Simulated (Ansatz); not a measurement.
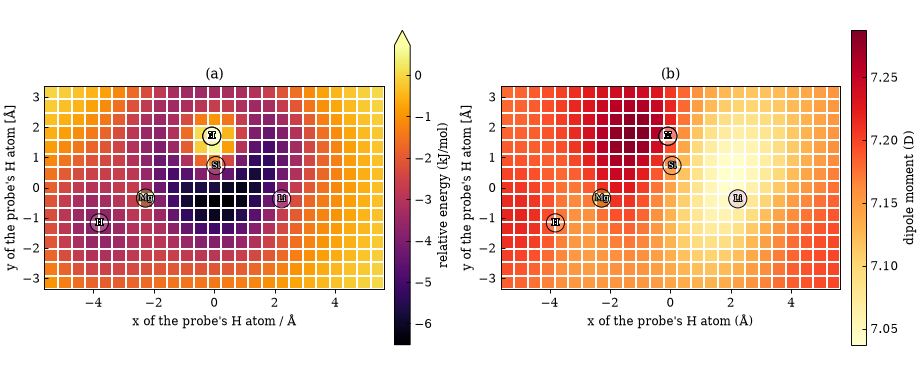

H₃LiMgSi (SMILES [Li][SiH2][MgH]) with the probe H2. The probe is moved over a plane parallel to the molecule's main plane, 2.87 Å above it. First axis: x of the probe's H atom. Second axis: y of the probe's H atom. Nothing is relaxed (molecule and probe rigid, the probe upright with H nearest the plane). The scan uses a 25 × 15 grid. All energies are given in kJ/mol relative to molecule and probe far apart, each relaxed in its own basis (no counterpoise correction). The calculation used RKS PBE-D4/def2-SVPD (Ansatz).

Panel (a) is the energy and panel (b) the computed dipole moment on the same grid.

Drawn: one coloured cell a grid point, labelled circles for the molecule's atoms, projected on the plane, one colour for all values above the top of the scale.

How does the dipole moment vary over the map, and what is it at the lowest grid point?

Answer. Leaving out the highest fifth of the energies, it runs from 7.04 D at x of the probe's H atom = 2.25 Å, y of the probe's H atom = 0.45 Å to 7.29 D at x of the probe's H atom = −1.35 Å, y of the probe's H atom = 1.80 Å. At the lowest grid point, x of the probe's H atom = 0.45 Å, y of the probe's H atom = −0.45 Å, it is 7.11 D.

| y of the probe's H atom ↓, x of the probe's H atom → | −4.95 | −4.05 | −3.15 | −2.25 | −1.35 | −0.45 | 0.45 | 1.35 | 2.25 | 3.15 | 4.05 | 4.95 |
| --- | --- | --- | --- | --- | --- | --- | --- | --- | --- | --- | --- | --- |
| 3.15 | 7.18 | 7.19 | 7.21 | 7.23 | 7.25 | 7.23 | 7.18 | 7.14 | 7.12 | 7.12 | 7.13 | 7.15 |
| 2.70 | 7.18 | 7.19 | 7.22 | 7.24 | 7.26 | 7.25 | 7.18 | 7.12 | 7.10 | 7.11 | 7.12 | 7.14 |
| 2.25 | 7.18 | 7.19 | 7.22 | 7.25 | 7.28 | 7.26 | 7.17 | 7.11 | 7.08 | 7.09 | 7.12 | 7.14 |
| 1.80 | 7.18 | 7.19 | 7.22 | 7.26 | 7.29 | 7.26 | 7.16 | 7.09 | 7.07 | 7.08 | 7.11 | 7.14 |
| 1.35 | 7.19 | 7.19 | 7.21 | 7.26 | 7.28 | 7.24 | 7.14 | 7.07 | 7.05 | 7.07 | 7.11 | 7.15 |
| 0.90 | 7.19 | 7.19 | 7.20 | 7.25 | 7.27 | 7.21 | 7.12 | 7.06 | 7.04 | 7.07 | 7.11 | 7.15 |
| 0.45 | 7.20 | 7.19 | 7.18 | 7.23 | 7.24 | 7.19 | 7.12 | 7.05 | 7.04 | 7.07 | 7.12 | 7.16 |
| 0.00 | 7.21 | 7.19 | 7.17 | 7.21 | 7.23 | 7.17 | 7.11 | 7.05 | 7.04 | 7.09 | 7.13 | 7.17 |
| −0.45 | 7.22 | 7.19 | 7.16 | 7.19 | 7.21 | 7.16 | 7.11 | 7.05 | 7.05 | 7.10 | 7.15 | 7.18 |
| −0.90 | 7.22 | 7.20 | 7.16 | 7.18 | 7.20 | 7.16 | 7.10 | 7.06 | 7.07 | 7.12 | 7.16 | 7.18 |
| −1.35 | 7.22 | 7.19 | 7.16 | 7.17 | 7.18 | 7.15 | 7.10 | 7.07 | 7.09 | 7.14 | 7.17 | 7.19 |
| −1.80 | 7.21 | 7.19 | 7.15 | 7.16 | 7.17 | 7.15 | 7.11 | 7.09 | 7.11 | 7.15 | 7.18 | 7.19 |
| −2.25 | 7.20 | 7.18 | 7.15 | 7.15 | 7.16 | 7.15 | 7.12 | 7.10 | 7.12 | 7.16 | 7.18 | 7.20 |
| −2.70 | 7.19 | 7.17 | 7.15 | 7.15 | 7.16 | 7.15 | 7.13 | 7.12 | 7.13 | 7.16 | 7.18 | 7.20 |
| −3.15 | 7.18 | 7.17 | 7.15 | 7.15 | 7.16 | 7.15 | 7.14 | 7.13 | 7.14 | 7.17 | 7.19 | 7.20 |

The table holds every second grid line.
